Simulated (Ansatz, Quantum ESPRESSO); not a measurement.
# O on top sites of TaN(001): the work function of the upper face at a withheld member of a series

How the rows were computed: Quantum ESPRESSO 7.5, PBE, GBRV ultrasoft. Slabs of 3 layers, covered on the upper face; adsorbates and the top layer relax in a periodic cell, the rest is held (the clean slab relaxes both outer layers); a run under open boundaries (ESM, bc1) gives both vacuum levels. Cells of one to 6 surface sites carry the coverages, on meshes of like density; cold smearing of 0.02 Ry. The slabs take the lattice constants of the bulk relaxed by the same program. The series steps the coverage.

```tsv
coverage	work function of the upper face (eV)
0 ML	3.363
0.1667 ML	4.550
0.25 ML	4.909
0.3333 ML	5.365
0.5 ML	6.243
0.6667 ML	6.660
0.75 ML	7.022
```

**Question.** What is the work function of the upper face at 1 ML?

By hand: The rows at 0.6667 ML and 0.75 ML give a slope of (7.022 − (6.660))/(0.75 − (0.6667)) = 4.346, so a straight line gives 8.108 eV. A parabola through these and the row at 0.5 ML gives 8.723 eV.

What the calculation gave: 7.713 eV. The line misses by +0.395 and the parabola by +1.010 eV. The line does better here.

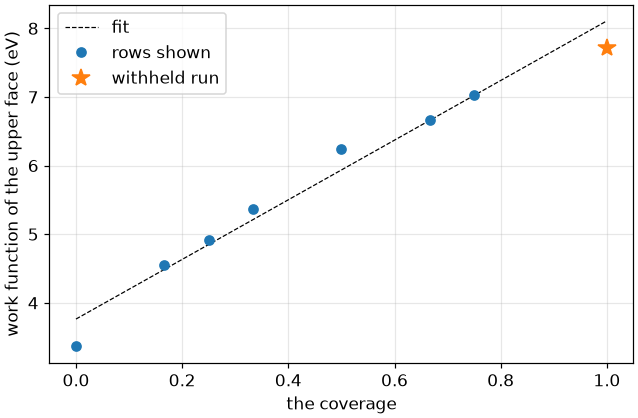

The rows shown, the fit and the withheld run.

**Limits.** Thin slabs, one site and one ordered pattern a coverage; no reconstruction or subsurface sites; meshes differ a little between cells.

[Logs are printed without paths, hosts, clocks, repeated set-up lines and the standing remarks that a program may print on its own settings, such as how far it seeks lower states.]
